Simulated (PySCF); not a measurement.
# AlH3 (SMILES [AlH3]) at CISD/6-31G

What is the energy change on altering one bond length of AlH3 at CISD/6-31G? The job is set up through a Python script.

The calculation is run with PySCF 2.14.0.

10 further runs of the same task are left out: 10 set aside as unsound or not needed.

**1. The molecule**

The species is AlH3 (4 atoms), meant as a singlet with charge 0. SMILES: `[AlH3]`. The shape is that of a PBE0-D4/def2-TZVP optimisation.

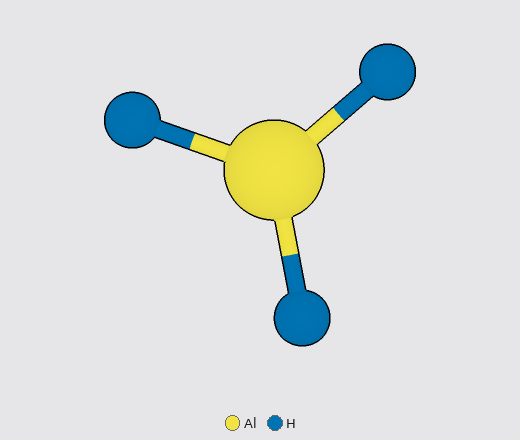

The structure, seen from a chosen angle (aluminium yellow, hydrogen blue).

**2. The energy at CISD/6-31G**

The input, calc.py:

```python
# [AlH3]
from pyscf import gto, ci

mol = gto.Mole()
mol.atom = [
    ('Al', (0.013700, -0.014800, -0.005100)),
    ('H', (0.633200, 0.670900, 1.283600)),
    ('H', (-1.340800, -0.832000, 0.105100)),
    ('H', (0.749400, 0.115700, -1.403900)),
]
mol.verbose = 3
mol.basis = '6-31g'
mol.charge = 0
mol.max_memory = 1860
mol.build()

calc0 = mol.RHF()
calc0.conv_tol = 1e-10
calc0.kernel()
if not calc0.converged:
    calc0 = calc0.newton().run(calc0.mo_coeff, calc0.mo_occ)

cisd = ci.CISD(calc0, frozen=5)
cisd.kernel()
etot = cisd.e_tot
print(f'total energy: {etot:.8f} hartree')
```

Started as:

```sh
$ OMP_NUM_THREADS=1 python calc.py
```

Output:

```text
converged SCF energy = -243.587911349469
E(RCISD) = -243.6455241296583  E_corr = -0.05761278018934068
total energy: -243.64552413 hartree
```

It took 0.74 s on 1 thread of Arm Neoverse V1, shared host; peak memory 0.12 GiB.

**3. The distorted shape**

The input, job.py:

```python
from pyscf import gto, scf, ci

molecule = gto.Mole()
molecule.atom = [
    ('Al', (-0.296059, -0.357660, -0.649469)),
    ('H', (0.633200, 0.670900, 1.283600)),
    ('H', (-1.650559, -1.174860, -0.539269)),
    ('H', (0.439641, -0.227160, -2.048269)),
]
molecule.basis = '6-31g'
molecule.spin = 0
molecule.max_memory = 1860
molecule.verbose = 4
molecule.build()

myscf = scf.RHF(molecule)
myscf.conv_tol = 1e-10
myscf.kernel()
if not myscf.converged:
    myscf = myscf.newton().run(myscf.mo_coeff, myscf.mo_occ)

cisd = ci.CISD(myscf, frozen=5)
cisd.kernel()
etot = cisd.e_tot
print('Final energy', etot)
```

Started as:

```sh
$ OMP_NUM_THREADS=1 python job.py
```

Output:

```text
PySCF version 2.14.0

[INPUT] num. atoms = 4
[INPUT] num. electrons = 16
[INPUT] charge = 0
[INPUT] spin (= nelec alpha-beta = 2S) = 0
[INPUT] symmetry False subgroup None
[INPUT] Mole.unit = angstrom
[INPUT] Symbol           X                Y                Z      unit          X                Y                Z       unit  Magmom
[INPUT]  1 Al    -0.296059000000  -0.357660000000  -0.649469000000 AA   -0.559470426713  -0.675879445712  -1.227318536395 Bohr   0.0
[INPUT]  2 H      0.633200000000   0.670900000000   1.283600000000 AA    1.196574582075   1.267817256971   2.425652453492 Bohr   0.0
[INPUT]  3 H     -1.650559000000  -1.174860000000  -0.539269000000 AA   -3.119104462436  -2.220163634707  -1.019070717468 Bohr   0.0
[INPUT]  4 H      0.439641000000  -0.227160000000  -2.048269000000 AA    0.830801083130  -0.429270186456  -3.870667439437 Bohr   0.0

nuclear repulsion = 12.0670267793145
number of shells = 13
number of NR pGTOs = 58
number of NR cGTOs = 19
basis = 6-31g
ecp = {}

******** <class 'pyscf.scf.hf.RHF'> ********
method = RHF
initial guess = minao
damping factor = 0
level_shift factor = 0
DIIS = <class 'pyscf.scf.diis.CDIIS'>
diis_start_cycle = 1
diis_space = 8
diis_damp = 0
SCF conv_tol = 1e-10
SCF conv_tol_grad = None
SCF max_cycles = 50
direct_scf = True
direct_scf_tol = 1e-13
Set gradient conv threshold to 1e-05
Initial guess from minao.
init E= -243.071232629845
  HOMO = -0.247353152132537  LUMO = -0.00285233488221781  gap/eV = 6.65321
cycle= 1 E= -243.501298876657  delta_E= -0.43  |g|= 0.159  |ddm|= 1.35
  HOMO = -0.337355355452218  LUMO = -0.00193751105024598  gap/eV = 9.12718
cycle= 2 E= -243.520120254538  delta_E= -0.0188  |g|= 0.0347  |ddm|= 0.327
  HOMO = -0.352008241338651  LUMO = 0.0164928218149627  gap/eV = 10.02742
cycle= 3 E= -243.521215786693  delta_E= -0.0011  |g|= 0.00836  |ddm|= 0.0845
  HOMO = -0.350978859011493  LUMO = 0.0148409536517933  gap/eV = 9.95446
cycle= 4 E= -243.521286152252  delta_E= -7.04e-05  |g|= 0.000624  |ddm|= 0.0267
  HOMO = -0.350820894892407  LUMO = 0.0146885227298232  gap/eV = 9.94602
cycle= 5 E= -243.521286516557  delta_E= -3.64e-07  |g|= 9.97e-05  |ddm|= 0.00235
  HOMO = -0.350861629220898  LUMO = 0.0146821586781827  gap/eV = 9.94695
cycle= 6 E= -243.521286527097  delta_E= -1.05e-08  |g|= 9.1e-06  |ddm|= 0.000482
  HOMO = -0.350858721331342  LUMO = 0.0146833387975447  gap/eV = 9.94691
cycle= 7 E= -243.521286527177  delta_E= -8.03e-11  |g|= 9.11e-07  |ddm|= 4.22e-05
  HOMO = -0.35085888784703  LUMO = 0.0146833953816861  gap/eV = 9.94691
Extra cycle  E= -243.521286527178  delta_E= -5.12e-13  |g|= 2.98e-07  |ddm|= 3.48e-06
converged SCF energy = -243.521286527178

******** <class 'pyscf.ci.cisd.RCISD'> ********
CISD nocc = 3, nmo = 14
frozen orbitals 5
max_cycle = 50
direct = 0
conv_tol = 1e-09
max_cycle = 50
max_space = 12
lindep = 0
nroots = 1
Init t2, MP2 energy = -0.0482788518419109
RCISD converged
E(RCISD) = -243.592215564404  E_corr = -0.07092903722633172
Final energy -243.59221556440403
```

It took 0.66 s on 1 thread of Arm Neoverse V1, shared host; peak memory 0.1 GiB.

**4. Results**

At CISD/6-31G, 5 core orbitals frozen:

| quantity | value |
| --- | --- |
| first shape: total energy | -243.64552 Eh |
| first shape: dipole moment (Hartree–Fock density) | 0.00 D |
| first shape: HOMO energy (Hartree–Fock orbitals) | -11.66 eV |
| first shape: LUMO energy (Hartree–Fock orbitals) | 0.76 eV |
| first shape: HOMO–LUMO gap (Hartree–Fock orbitals) | 12.42 eV |
| first shape: correlation energy (5 core orbitals frozen) | -57.6 mEh |
| distorted shape: total energy | -243.59222 Eh |
| distorted shape: dipole moment (Hartree–Fock density) | 1.83 D |
| distorted shape: HOMO energy (Hartree–Fock orbitals) | -9.55 eV |
| distorted shape: LUMO energy (Hartree–Fock orbitals) | 0.40 eV |
| distorted shape: HOMO–LUMO gap (Hartree–Fock orbitals) | 9.95 eV |
| distorted shape: correlation energy (5 core orbitals frozen) | -70.9 mEh |
| energy change with the Al1–H2 bond stretched from 1.586 to 2.379 Å | 1.451 eV |

One bond (distorted shape) is far stretched, which a spin-restricted single reference describes badly; a broken-symmetry solution may lie lower. With the Al1–H2 bond stretched from 1.586 to 2.379 Å the energy rises by 1.45 eV (140 kJ/mol). The first shape isn't relaxed at this level, so the change isn't measured from a minimum. A restricted reference can't describe the breaking bond well at this length. Mulliken charges (distorted shape) of the mean-field density run from -0.25 on H3 to +0.71 on Al1.
